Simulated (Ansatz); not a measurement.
# A hypothetical structure for CuMoN2, part 2 of 2

Starting from a made-up structure for CuMoN2, the aim is the relaxed cell, its shortest contacts and, where a second run follows, its electronic structure.

Ansatz 0.2.0; DFT, PBE, plane-wave PAW, files of the set soft_1, scalar-relativistic, ferromagnetic start, cell and ions relaxed at zero pressure; PAW set soft_1 (the session's first sound run).

So far: Set-up; Relaxing cell and atoms. The relaxed cell has a, b, c = 2.861, 5.173, 10.899 Å (conventional setting).

**3. Bands of the relaxed cell**

A second self-consistent run takes a narrower smearing and the mesh shown in its input; the bands follow along the standard path of the relaxed lattice.

This step: DFT, PBE, plane-wave PAW, files of the set soft_1, scalar-relativistic, no spin, bands and density of states at the relaxed cell; PAW set soft_1 (Ansatz 0.2.0).

The input, input.yaml:

```yaml
crystal:
  lattice:
    - [1.4305541633, -2.5867464134, 0.0]
    - [1.4305541633, 2.5867464134, 0.0]
    - [0.0, 0.0, 10.8991945154]
  atoms:
    - { symbol: Mo, position: [0.872287898, 0.127712102, 0.75] }
    - { symbol: Mo, position: [0.127712102, 0.872287898, 0.25] }
    - { symbol: Cu, position: [0.0, 0.0, 0.5] }
    - { symbol: Cu, position: [0.0, 0.0, 0.0] }
    - { symbol: "N", position: [0.5466543256, 0.4533456744, 0.8636325177] }
    - { symbol: "N", position: [0.4533456744, 0.5466543256, 0.1363674823] }
    - { symbol: "N", position: [0.4533456744, 0.5466543256, 0.3636325177] }
    - { symbol: "N", position: [0.5466543256, 0.4533456744, 0.6363674823] }
kpoints:
  mp_grid: { grid: [12, 12, 4] }
  band_path:
    path:
      - [[0.0, 0.0, 0.0], [0.32646116, 0.32646116, 0.0], [0.0, 0.5, 0.0], [0.0, 0.5, 0.5], [0.32646116, 0.32646116, 0.5], [0.0, 0.0, 0.5], [0.0, 0.0, 0.0], [-0.5, 0.5, 0.0], [-0.32646116, 0.67353884, 0.0], [-0.32646116, 0.67353884, 0.5], [-0.5, 0.5, 0.5], [-0.5, 0.5, 0.0]]
      - [[0.0, 0.0, 0.5], [-0.5, 0.5, 0.5]]
    npoints: 6
scf:
  occupations: { method: fermi_dirac, width: 0.03 }
  n_extra_bands: 12
hamiltonian:
  xc: pbe
  pseudopotentials: { kind: paw, azcp: { folder: soft_1 } }
output:
  forces: true
  stress: true
  write_bands: true
  dos: { projected: true }
  write_density: true
  write_potential: true
  elf: true
  volumetric_format: npy
```

Launch:

```
$ ansatz run input.yaml --threads 4 --pin off --max-ram 10240MiB --backend cpu --events-out ev --progress --plain --runs-dir out
```

Numbers of over 12 decimals in the logs are rounded to 6 here.

The log of the run:

```text
[...]
Crystal: 8 atoms, lattice volume = 80.665 Å³
Basis set: ecut = 420 eV, 1557 PW (Γ), exchange–correlation on 40×40×150 points (8 copies of the dense FFT grid, shifted against one another)
Bands: 55, of which v1, the nominal top of the filled ones, is band 43 counted from 1 (42 counted from 0)
Symmetry: 8 space group operations
[...]
k-points: 129 of 576
[...]
SCF iter   1: F=—  HF=-24704.624765 eV  |F-HF|=—  |Δ(HF+E_count)|=         —  Δρ=1.64e-1  dr2=3.69e1  ethr=3.10e-3  ⟨swp⟩=5.9  Hψ=22420  notcnv=0  defer=209
[...]
SCF iter  11: F=-24698.752182 eV  HF=-24698.752182 eV  |F-HF|=5.94e-9  |Δ(HF+E_count)|=   2.26e-8  Δρ=4.55e-6  dr2=1.45e-8  ethr=1.16e-10  ⟨swp⟩=14.9  Hψ=46483  notcnv=0
SCF 1 converged in 11 iterations: F = -24698.752182 eV  dr2 = 1.45e-8
[...]
NSCF: frozen V_eff on 74 k-points
SCF converged after 11 iterations
Free energy (F): -24698.752182 eV
[...]
Internal energy: -24698.742229 eV  (E = F + TS)
E sigma→0 (E₀):  -24698.747205 eV
Entropy (-TS):   -0.009953 eV (-1.244 meV/atom)
Fermi energy:    16.402545 eV
[...]
--- Forces (eV/Å), atoms counted from 1 ---
  atom   1  Mo     0.00000000     0.02897947     0.00000000
  atom   2  Mo     0.00000000    -0.02897947     0.00000000
  atom   3  Cu    -0.00000000    -0.00000000     0.00000000
  atom   4  Cu     0.00000000     0.00000000     0.00000000
  atom   5  N      0.00000000    -0.01531520     0.00562557
  atom   6  N      0.00000000     0.01531520    -0.00562557
  atom   7  N      0.00000000     0.01531520     0.00562557
  atom   8  N      0.00000000    -0.01531520    -0.00562557
  max |Σ_I F_I| component: 1.67e-16 eV/Å
--- Stress (GPa, compression-positive) ---
       -0.042696       0.000000       0.000000
        0.000000       0.031943       0.000000
        0.000000       0.000000      -0.103681
  P = ⅓ Tr σ = -0.0381 GPa (-0.381 kbar)
--- Band table (eV; the first three rows and the last of 129) ---
  k-point 0: bands = [... 39 lower, 14.2834, 14.7457, 15.3856, 16.5767, 17.2067, 19.0090, 19.0124, 19.2074, ... 8 higher]
  k-point 1: bands = [... 39 lower, 14.4754, 14.4790, 15.2551, 16.7781, 17.1815, 19.0245, 19.0325, 19.1571, ... 8 higher]
  k-point 2: bands = [... 39 lower, 14.1624, 14.9142, 14.9142, 17.0549, 17.0549, 19.0722, 19.0722, 19.0865, ... 8 higher]
  k-point 128: bands = [... 39 lower, 14.8045, 15.5534, 15.5534, 16.0056, 16.0056, 18.9726, 18.9726, 19.0635, ... 8 higher]
```

Run time: 16 s. Hardware: 4 threads of Arm Neoverse V1, shared host; peak memory 0.69 GiB.

Reading the cycles: dr2 is the Hartree energy of the density residual (eV), the measure of convergence; HF is the Harris–Foulkes estimate of the energy, which meets the free energy F at convergence.

Numbers from this step:

* free energy: -24698.7522 eV
* energy at zero smearing: -24698.7472 eV
* smearing term TS: 0.009953 eV
* Fermi energy: 16.40 eV
* pressure: -0.03814 GPa

From bands.tsv, the bands that come nearest the Fermi level along the path, at its corners, in eV from the Fermi level:

| point | band 41 | band 42 | band 43 | band 44 | band 45 | band 46 | band 47 | band 48 |
| --- | --- | --- | --- | --- | --- | --- | --- | --- |
| Γ | -1.66 | -1.02 | 0.17 | 0.80 | 2.61 | 2.61 | 2.80 | 2.84 |
| X | -1.34 | -0.73 | -0.24 | -0.10 | 1.16 | 1.24 | 3.77 | 4.07 |
| S | -1.29 | -1.10 | 0.52 | 0.70 | 2.41 | 2.51 | 3.04 | 3.11 |
| R | -1.33 | -1.33 | 0.60 | 0.60 | 2.42 | 2.42 | 3.00 | 3.00 |
| A | -0.96 | -0.96 | -0.20 | -0.20 | 1.20 | 1.20 | 3.95 | 3.95 |
| Z | -1.49 | -1.49 | 0.65 | 0.65 | 2.67 | 2.67 | 2.68 | 2.68 |
| Γ | -1.66 | -1.02 | 0.17 | 0.80 | 2.61 | 2.61 | 2.80 | 2.84 |
| Y | -1.23 | -0.76 | -0.33 | -0.13 | 2.44 | 2.58 | 2.74 | 2.79 |
| X1 | -1.34 | -0.73 | -0.24 | -0.10 | 1.16 | 1.24 | 3.77 | 4.07 |
| A1 | -0.96 | -0.96 | -0.20 | -0.20 | 1.20 | 1.20 | 3.95 | 3.95 |
| T | -0.85 | -0.85 | -0.40 | -0.40 | 2.57 | 2.57 | 2.66 | 2.66 |
| Y | -1.23 | -0.76 | -0.33 | -0.13 | 2.44 | 2.58 | 2.74 | 2.79 |
| Z | -1.49 | -1.49 | 0.65 | 0.65 | 2.67 | 2.67 | 2.68 | 2.68 |
| T | -0.85 | -0.85 | -0.40 | -0.40 | 2.57 | 2.57 | 2.66 | 2.66 |

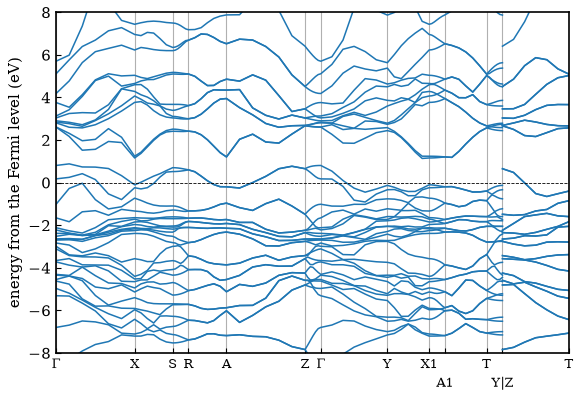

Bands along the path. 20 bands lie wholly below the window drawn.

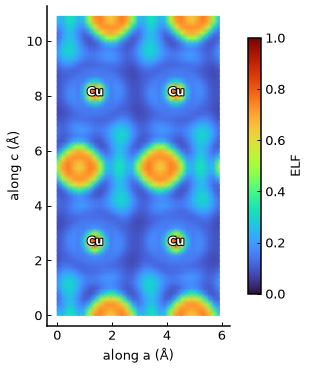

ELF in the ac plane of the cell as run, not the conventional one, at fractional y = 0.000, with atoms of Cu within 0.2 Å of it. It is the smooth field of the valence electrons, not physical close to the nuclei. The map starts off the cell's origin, so that atoms lie inside it.

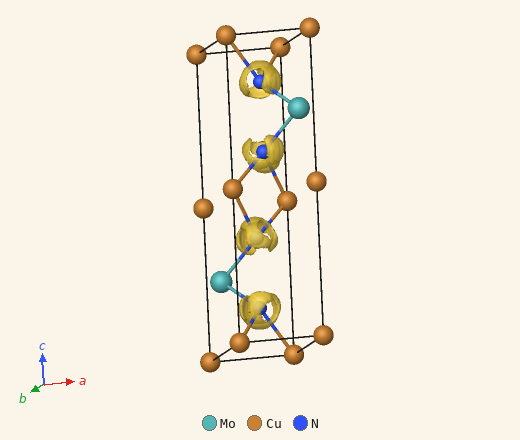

Surface of ELF = 0.8. Drawn on the cell as run, not the conventional one. Bonds to atoms that aren't drawn are left out.

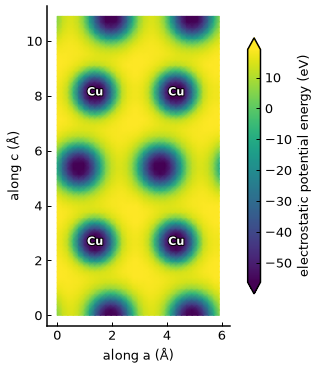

Electrostatic potential energy in the ac plane of the cell as run, not the conventional one, at fractional y = 0.000, with atoms of Cu within 0.2 Å of it. With pseudopotentials it is smooth inside the atoms' cores, unlike the true potential. The map starts off the cell's origin, so that atoms lie inside it.

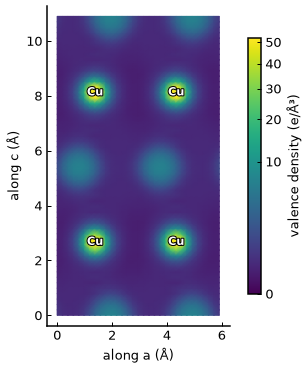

Valence density in the ac plane of the cell as run, not the conventional one, at fractional y = 0.000, with atoms of Cu within 0.2 Å of it. It is the smooth field of the valence electrons, not physical close to the nuclei. The map starts off the cell's origin, so that atoms lie inside it. The colour scale is stretched toward low values.

**4. Summary of results**

```
space group, relaxed : Cmcm
conventional cell    : a = 2.861, b = 5.173, c = 10.899 Å; α = 90.0°, β = 90.0°, γ = 90.0°
volume per atom      : 10.08 Å³ (guess 11.23)
total moment         : 0.00 μB in the cell of 8 atoms
```

**Reading.** CuMoN2 relaxes to Cmcm with a = 2.861, b = 5.173 and c = 10.899 Å. The guessed volume was 11 % too large. The space group Cmcm was held in the relaxation, so the end point is a stationary structure within it and may be a saddle against distortions or other arrangements. The moments died out from this one start and weren't seeded again at the relaxed cell. Bands cross the Fermi level, so it is a metal or semimetal at this level. On the 12×12×4 mesh with the narrower smearing (relaxed on 10×10×3) the largest force component is 0.029 eV/Å and the largest stress component is 0.104 GPa, against the relaxation's thresholds of 0.015 eV/Å and 0.05 GPa. The cutoff wasn't tested. No dispersion term is used, so weakly bound directions may come out too long. Nothing here tests whether the compound is stable against decomposition.

[Logs are printed without paths, hosts, clocks, repeated set-up lines and the standing remarks that a program may print on its own settings, such as how far it seeks lower states.]

[Hosts, paths, dates, database ids (printed as entryN), source tags and the programs' standing remarks are cut or masked in the printed files.]
